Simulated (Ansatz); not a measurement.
**CH$_{6}$CuNO (SMILES C[O][Cu-][NH3+]): density, localisation and related maps**

The calculation's input:

```
crystal:
  periodic: [false, false, false]
  atoms:
    - {symbol: C, position_ang: [-0.373307, 1.759109, -1.358342]}
    - {symbol: O, position_ang: [0.665616, 1.064460, -0.764519]}
    - {symbol: Cu, position_ang: [0.438106, -0.351607, 0.295987]}
    - {symbol: N, position_ang: [0.338400, -1.883379, 1.451608]}
    - {symbol: H, position_ang: [-0.982294, 1.147140, -2.047943]}
    - {symbol: H, position_ang: [-1.077788, 2.211076, -0.637026]}
    - {symbol: H, position_ang: [0.030814, 2.590815, -1.958157]}
    - {symbol: H, position_ang: [0.094766, -1.619562, 2.401213]}
    - {symbol: H, position_ang: [-0.361141, -2.543964, 1.127835]}
    - {symbol: H, position_ang: [1.226827, -2.374079, 1.489355]}
basis:
  gaussian: {orbitals: def2-TZVPP}
hamiltonian: {xc: pbe0, dispersion: d4}
output: {orbitals: {seedname: orbitals}}
```

Run with:

```sh
ansatz run in.yaml --threads 2 --pin off --events-out ev --progress --plain --max-ram 32768MiB --backend cpu
```

Geometry: PBE0-D4/def2-TZVP.

The calculation used RKS PBE0-D4/def2-TZVPP (Ansatz).

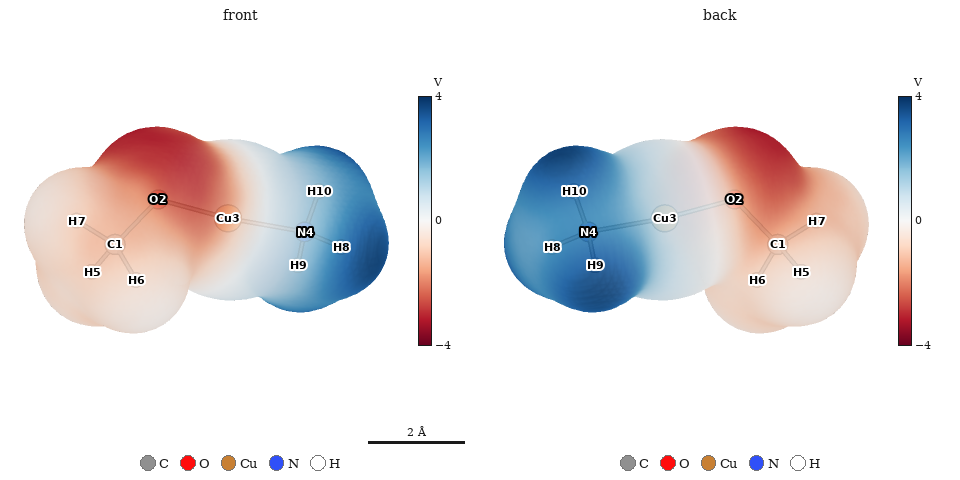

Figure 1. The molecular electrostatic potential painted on the density surface at 0.004 e/bohr³, seen from the front and from behind; red is negative and blue positive.

**Where is the surface potential most negative and most positive?**

The most negative region (about −3.1 V, or −71 kcal/mol for a unit charge) lies over O2, the most positive (about +3.7 V, or +85 kcal/mol for a unit charge) over H8, H9 and H10. O2 is the likeliest acceptor of a hydrogen bond.

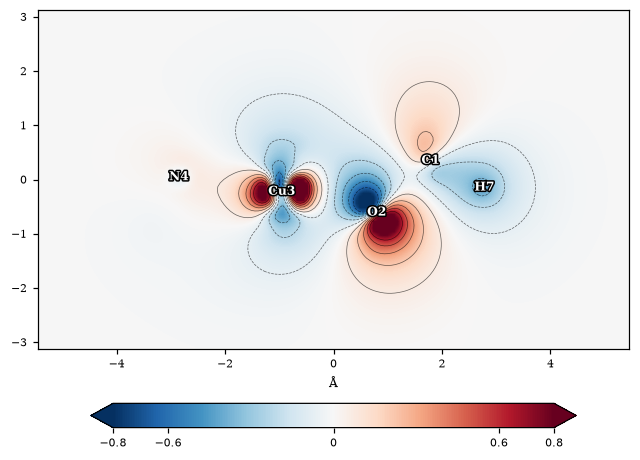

Figure 2. The HOMO−1 on the plane of atoms O2, C1 and H7 (values in Å⁻³ᐟ²; the overall sign is arbitrary).

**What is the character of this orbital?**

Its weight (Hirshfeld) is mainly on Cu3 (about 40 %), O2 (about 40 %) and C1 (about 10 %). Its energy is −5.50 eV.

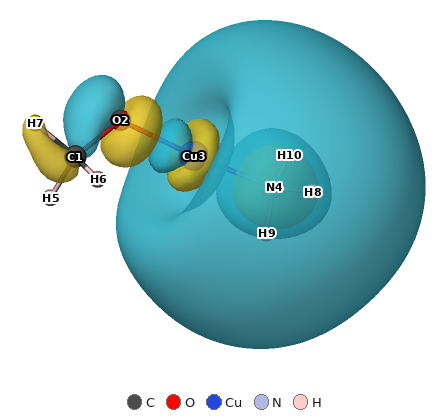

Figure 3. One frontier orbital at ±0.04 Å⁻³ᐟ² (yellow and cyan are the two phases), seen at a tilt.

**Which orbital is it: HOMO or LUMO?**

The LUMO, at −0.64 eV. It lies mainly on Cu3 (about 35 %), H8 (about 15 %), H9 (about 15 %), H10 (about 15 %) and N4 (about 15 %).
